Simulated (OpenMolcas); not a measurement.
# Multiconfigurational calculation, with input and output: Mo⁵⁺ complex

System: Mo⁵⁺ with 6 ligands (O and Cl; tetragonal octahedron, 1.99 Å), neutralised by 6 outer point charges of +0.83 e, whose field is part of the energies.
Method: state-averaged CASSCF, active space 1 electron in the shell 4d, basis ANO-RCC-VTZP on the metal and ANO-RCC-VDZP on the ligands, DKH2 scalar Hamiltonian, spin-orbit coupling by RASSI with atomic mean-field integrals (OpenMolcas).

### The input
```
&GATEWAY
Coord
7

Mo 0.0 0.0 0.0
O 1.990000 0.000000 0.000000
O 0.000000 1.990000 0.000000
O -1.990000 0.000000 0.000000
O 0.000000 -1.990000 0.000000
Cl 0.000000 0.000000 2.370090
Cl 0.000000 0.000000 -2.370090
Basis=Mo.ANO-RCC-VTZP,Cl.ANO-RCC-VDZP,O.ANO-RCC-VDZP
Group=XYZ
NoMove
AngMom=0.0 0.0 0.0
AMFI
RICD
XField
3 Angstrom 0
5.190000 0.000000 0.000000 0.833333
0.000000 5.190000 0.000000 0.833333
0.000000 0.000000 5.570090 0.833333
&SEWARD
&RASSCF
FileOrb=start.orb
Symmetry=1
Spin=2
nActEl=1 0 0
Inactive=28 28
Ras2=5 0
CIRoot=5 5 1
SDav=5
CIMx=300
Iter=150 100
PrWF=0.3
OrbListing=Nothing
MaxOrb=0
LevShft=1.0
>>> COPY $Project.JobIph JOB001
&RASSI
NrOfJobIphs=1 5
1 2 3 4 5
IphNames
JOB001
EJob
SpinOrbit
DIPRint=1.0
SOCoupling=1000.0
Subsets=2
Property=9
'ANGMOM' 1 'ANGMOM' 2 'ANGMOM' 3 'MLTPL  1' 1 'MLTPL  1' 2 'MLTPL  1' 3
'AMFI' 1 'AMFI' 2 'AMFI' 3
SOProperty=3
'ANGMOM' 1 'ANGMOM' 2 'ANGMOM' 3
```

The file start.orb holds starting orbitals from an earlier step. A driver script formed the levels outside the program, from RASSI's spin-orbit matrix and the active-space energies, averaged over the components of each term or state.

Command:
```bash
OMP_NUM_THREADS=1 MOLCAS_MEM=2457 MOLCAS_PROJECT=a pymolcas a.inp > a.log  # once for each step of the input, in one work folder
```

### Log (extracts)
```
--- SEWARD ---
Basis set label: MO.ANO-RCC...7S6P4D2F1G.

      Electronic valence basis set:
      ------------------
      Associated Effective Charge  42.000000 au
      Associated Actual Charge     42.000000 au
      Nuclear Model: Point charge

      Shell  nPrim  nBasis  Cartesian Spherical Contaminant
         s      21       7        X
         p      18       6        X
         d      13       4                 X
         f       6       2                 X
         g       4       1                 X
                  Relativistic Douglas-Kroll-Hess integrals:
                    - DKH order of Hamiltonian: 2
                    - DKH order of Properties : 0
                  Atomic mean-field integrals
--- RASSCF ---
Wave function specifications:
      -----------------------------

      Number of closed shell electrons         112
      Number of electrons in active shells       1
      Max number of holes in RAS1 space          0
      Max nr of electrons in RAS3 space          0
      Number of inactive orbitals               56
      Number of active orbitals                  5
      Number of secondary orbitals              99
      Spin quantum number                      0.5
      State symmetry                             1
Orbital specifications:
      -----------------------

      Symmetry species                           1   2
                                                ag  au
      Frozen orbitals                            0   0
      Inactive orbitals                         28  28
      Active orbitals                            5   0
      RAS1 orbitals                              0   0
      RAS2 orbitals                              5   0
      RAS3 orbitals                              0   0
      Secondary orbitals                        49  50
      Deleted orbitals                           0   0
      Number of basis functions                 82  78
      Number of CSFs                             5
      Number of root(s) required                 5
      Iter CI   SX   CI       RASSCF       Energy    max ROT     max BLB   max BLB  Level Ln srch  Step   QN
          iter iter root      energy       change     param      element    value   shift minimum  type update
 Nr of preliminary CI iterations:   1
      Total energies have been shifted. Add                -5000.00 au
        1   1   11    0  -265.50165082    0.00E+00  -1.11E-01*  13  58 1 -4.95E-01*  1.44   0.00    SX    NO
        2   1   12    0  -267.39820963   -1.90E+00*  1.01E-01*  18  33 1 -3.30E-01*  1.08   0.00    SX    NO
        3   1   13    0  -268.06580190   -6.68E-01*  8.04E-02   18  33 1 -2.00E-01*  0.78   0.00    SX    NO
        4   1   14    0  -268.26230884   -1.97E-01* -4.22E-02   14  32 1 -9.42E-02*  0.82   0.00    SX    NO
        5   1   13    0  -268.32078427   -5.85E-02* -4.51E-02   19  30 1 -6.64E-02*  0.84   2.47    LS   YES
        6   1   13    0  -268.35126974   -3.05E-02*  2.76E-02   12  36 2 -3.28E-02*  0.85   1.37    QN   YES
        7   1   13    0  -268.36105097   -9.78E-03*  1.99E-02   12  36 2 -1.97E-02*  0.85   1.83    LS   YES
        8   1   12    0  -268.36353526   -2.48E-03* -1.34E-02   18  33 1  2.09E-02*  0.84   1.15    QN   YES
        9   1   12    0  -268.36634058   -2.81E-03* -1.58E-02   18  33 1  1.37E-02*  0.84   2.30    LS   YES
       10   1   12    0  -268.36763852   -1.30E-03* -6.43E-03   14  32 1 -1.06E-02*  0.83   1.10    QN   YES
        ...
       25   1    7    0  -268.36910267   -4.76E-08*  1.13E-04    3  55 1  4.55E-05   0.84   1.76    LS   YES
       26   1    7    0  -268.36910268   -1.10E-08*  8.86E-05    2  55 1  3.71E-05   0.84   1.00    QN   YES
       27   1    7    0  -268.36910270   -1.07E-08*  1.34E-04    2  55 1  1.71E-05   0.84   1.90    QN   YES
       28   1    6    0  -268.36910270   -5.96E-09   6.50E-05    5  30 1 -8.39E-06   0.84   1.21    QN   YES
      Convergence after 28 iterations
       29   1    6    0  -268.36910270   -1.22E-09   6.50E-05   12  34 1 -6.48E-06   0.84   1.21    QN   YES
      Natural orbitals and occupation numbers for root  1
      sym 1:  -0.000000   1.000000   0.000000   0.000000   0.000000
      Natural orbitals and occupation numbers for root  2
      sym 1:   0.000000   1.000000  -0.000000   0.000000   0.000000
      Natural orbitals and occupation numbers for root  3
      sym 1:   1.000000   0.000000   0.000000   0.000000   0.000000
::    RASSCF root number  1 Total energy:  -5268.42498641
::    RASSCF root number  2 Total energy:  -5268.42498641
::    RASSCF root number  3 Total energy:  -5268.38755958
::    RASSCF root number  4 Total energy:  -5268.36983886
::    RASSCF root number  5 Total energy:  -5268.23814226
--- RASSI ---
SPIN-FREE ENERGIES:
  (Shifted by EMIN (a.u.) =      -5268.4249864072)

 SF State       Relative EMIN(au)   Rel lowest level(eV)    D:o, cm**(-1)

     1             0.0000000000        0.0000000000              0.0000
     2             0.0000000000        0.0000000000              0.0000
     3             0.0374268246        1.0184357813           8214.2385
     4             0.0551475490        1.5006412556          12103.4880
     5             0.1868441483        5.0842882867          41007.5506
     Dipole printing threshold changed to   1.00000000E+00
Eigenvalues of complex Hamiltonian:
   -----------------------------------
  (Shifted by EMIN (a.u.) =      -5268.4249864072)

 SO State       Relative EMIN(au)   Rel lowest level(eV)    D:o, cm**(-1)

     1            -0.0017643232        0.0000000000              0.0000
     2            -0.0017643232        0.0000000000              0.0000
     3             0.0013519538        0.0847982170            683.9437
     4             0.0013519538        0.0847982170            683.9437
     5             0.0375085767        1.0686700490           8619.4052
     6             0.0375085767        1.0686700490           8619.4052
     7             0.0553795101        1.5549629183          12541.6217
     8             0.0553795101        1.5549629183          12541.6217
     9             0.1869428045        5.1349825383          41416.4273
    10             0.1869428045        5.1349825383          41416.4273
Weights of the five most important spin-orbit-free states for each spin-orbit state.

 SO State  Total energy (au)           Spin-free states, spin, and weights
 -------------------------------------------------------------------------------------------------------
    1        -0.001764       2 0.5  0.4980    1 0.5  0.4980    4 0.5  0.0041    3 0.5  0.0000    5 0.5  0.0000
    2        -0.001764       2 0.5  0.4980    1 0.5  0.4980    4 0.5  0.0041    3 0.5  0.0000    5 0.5  0.0000
    3         0.001352       1 0.5  0.4978    2 0.5  0.4978    3 0.5  0.0043    5 0.5  0.0002    4 0.5  0.0000
    4         0.001352       1 0.5  0.4978    2 0.5  0.4978    3 0.5  0.0043    5 0.5  0.0002    4 0.5  0.0000
    5         0.037509       3 0.5  0.9953    2 0.5  0.0021    1 0.5  0.0021    5 0.5  0.0004    4 0.5  0.0000
    6         0.037509       3 0.5  0.9953    2 0.5  0.0021    1 0.5  0.0021    5 0.5  0.0004    4 0.5  0.0000
    7         0.055380       4 0.5  0.9959    2 0.5  0.0020    1 0.5  0.0020    3 0.5  0.0000    5 0.5  0.0000
    8         0.055380       4 0.5  0.9959    2 0.5  0.0020    1 0.5  0.0020    3 0.5  0.0000    5 0.5  0.0000
    9         0.186943       5 0.5  0.9994    3 0.5  0.0005    1 0.5  0.0001    2 0.5  0.0001    4 0.5  0.0000
   10         0.186943       5 0.5  0.9994    3 0.5  0.0005    1 0.5  0.0001    2 0.5  0.0001    4 0.5  0.0000
 -------------------------------------------------------------------------------------------------------
```

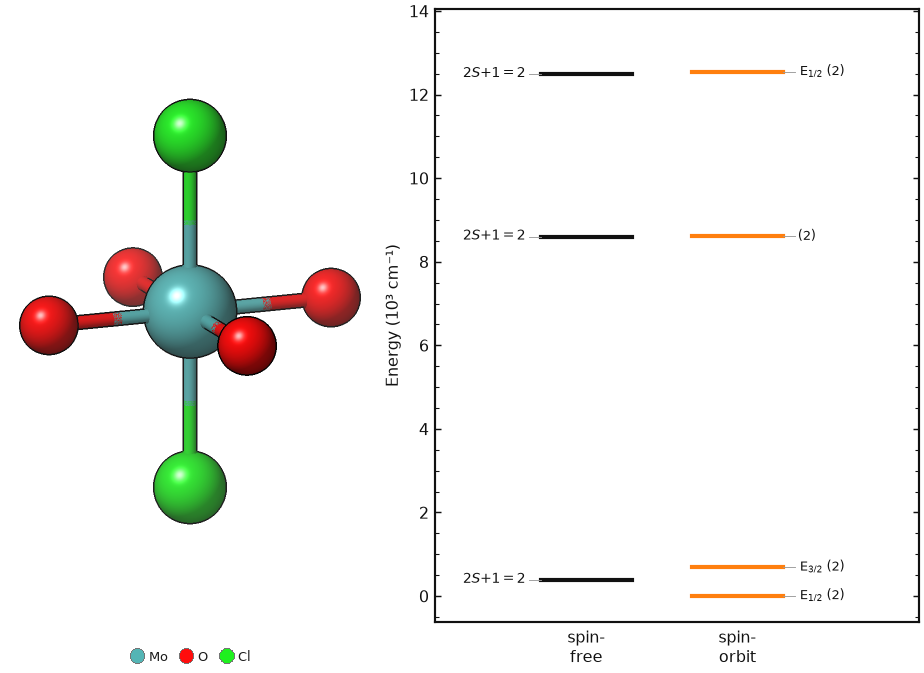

**Figure 1.** Mo⁵⁺ (4d) with 6 ligands, O²⁻ with axial Cl⁻, at 1.99 Å (arrangement: tetragonal octahedron, D4h), axial distortion 1.191, neutralised by outer point charges of +0.83 e, and its levels. Labels give the representation in O, Td, D4 or D3 as the site allows (double group for half-integer spin) where it could be assigned and, in brackets, the degeneracy; spin-free states, where drawn, share the zero of the spin-orbit levels. The ground level is E₁/₂, a Kramers doublet, 100 % from states of spin multiplicity 2. Its principal g values are 0.18, 0.18 and 0.47, easy-axis. The next level lies at 684 cm⁻¹ (E₃/₂). The active orbitals hold 67 to 85 % metal character (Löwdin), and the Mulliken charge of the metal is +1.80.

### Key numbers

```tsv
quantity	value
outcome	converged
energy of the lowest spin-free term	−5268.42499 hartree
energy of the lowest spin-orbit level	−5268.42675 hartree
largest spread among components of a term	0.0 cm⁻¹
hardware	1 thread of Arm Neoverse V1, 24 GiB of memory available, shared host
wall time	24 s
peak memory	0.4 GiB
```

### Notes

Caveats: covalent bonds, ligand orbitals missing from the active space; bare point charges leave oxide and sulfide ligands too diffuse, field too small; distances are set from ionic radii, not optimised.
